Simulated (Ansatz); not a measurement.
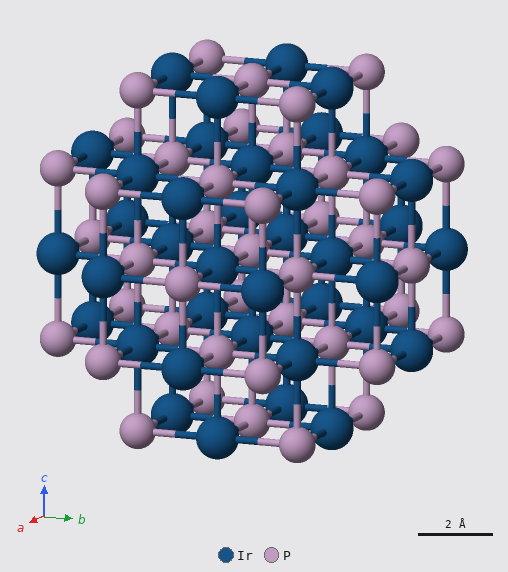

Starting structure of solid PIr (a generated structure, set up in Fm-3m). A ball-and-stick model of the conventional cell (4 times the calculation's cell), seen slightly off an axis. Lengths and directions refer to the drawn axes.

Case: cell and atoms relaxed from a first guess.

These are results of DFT, PBE, PAW with Ansatz's default frozen-core files, scalar-relativistic (Ansatz 0.2.0), not measurements.

The input:
```yaml
crystal:
  lattice:
    - [0.0, 2.3690179898, 2.3690179898]
    - [2.3690179898, 0.0, 2.3690179898]
    - [2.3690179898, 2.3690179898, 0.0]
  atoms:
    - { symbol: Ir, position: [0.0, 0.0, 0.0] }
    - { symbol: P, position: [0.5, 0.5, 0.5] }
kpoints:
  mp_grid: { grid: [13, 13, 13] }
scf:
  occupations: { method: fermi_dirac, width: 0.05 }
hamiltonian:
  xc: pbe
  pseudopotentials: { kind: paw }
output:
  forces: true
  stress: true
relax:
  f_tol: 0.005
  max_steps: 80
  cell: {}
```

**What does the optimiser find from here?**

The energy falls by 153 meV per atom in 4 accepted moves (6 points after the start). All forces vanish by symmetry, so only the cell relaxes. Pressure: 32.66 GPa at the start and 0.00 GPa at the end. The SCF was repeated twice at an unchanged geometry on a basis and grid sized afresh for the cell, which shifted the energy by 0.7 meV per atom at most. No atom moves by more than 0.005 Å relative to the cell. The volume changes by +12.6 %, with a = b = c 4.738 → 4.930 Å (+4.0 %). Some distances before and after: Ir1–P2 2.369 → 2.465 Å. The space group stays Fm-3m (No. 225). The run took of the order of 6 core-seconds on a shared host.

Final geometry:

```
CELL_PARAMETERS angstrom
0.00000 2.46480 2.46480
2.46480 0.00000 2.46480
2.46480 2.46480 0.00000
ATOMIC_POSITIONS crystal
Ir 0.00000 0.00000 0.00000
P 0.50000 0.50000 0.50000
```

The end point in the same view:

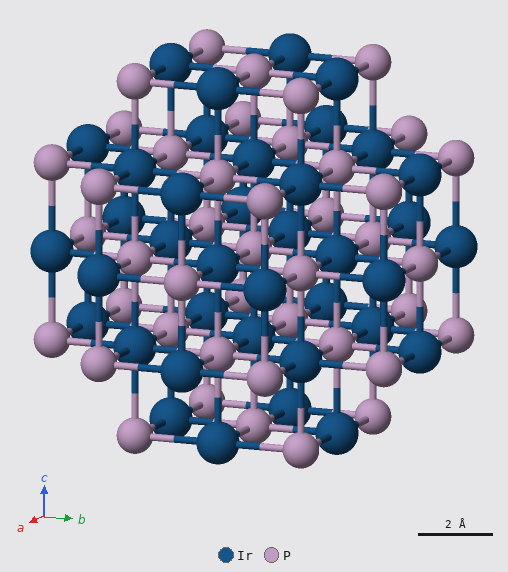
